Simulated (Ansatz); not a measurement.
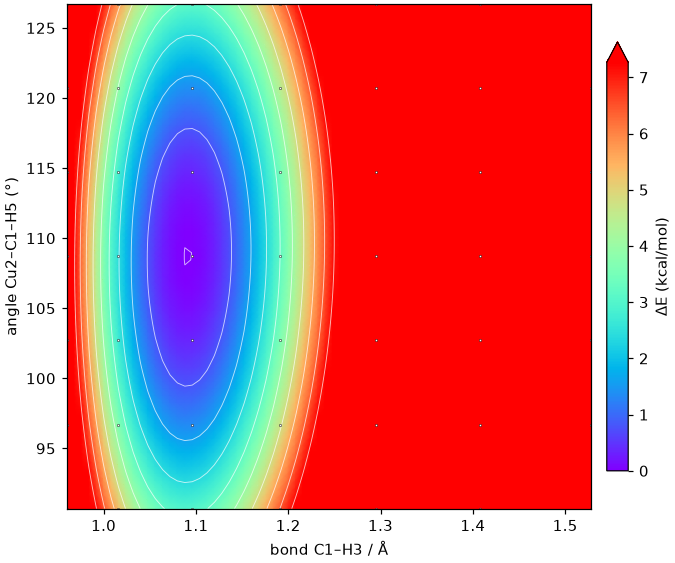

CH3Cu, SMILES [CH3][Cu]. Two internal coordinates are moved rigidly from the geometry relaxed at PBE0-D4/def2-TZVP, all others fixed. First axis: bond C1–H3. Second axis: angle Cu2–C1–H5. The scan uses a 7 × 7 grid. Points are written as (first, second). Energies are in kcal/mol, from the lowest grid point. Method: RHF-CCSD(T), frozen core/def2-TZVPP (Ansatz 0.2.0).

The picture shows a smooth colour map with a few white contour lines, dots at the grid points, one colour for all values above the top of the scale. Between grid points the surface is interpolated.

**Estimate the position of the minimum and the force constants in these coordinates.**

The interpolated minimum is at bond C1–H3 ≈ 1.090 Å, angle Cu2–C1–H5 ≈ 108.7°. The curvatures there are about 33 eV/Å² and 2.7 eV/rad², with a cross term of about −0.3 eV/(Å·rad). Round the minimum the two coordinates are nearly uncoupled. (1 eV is 23.1 kcal/mol.)
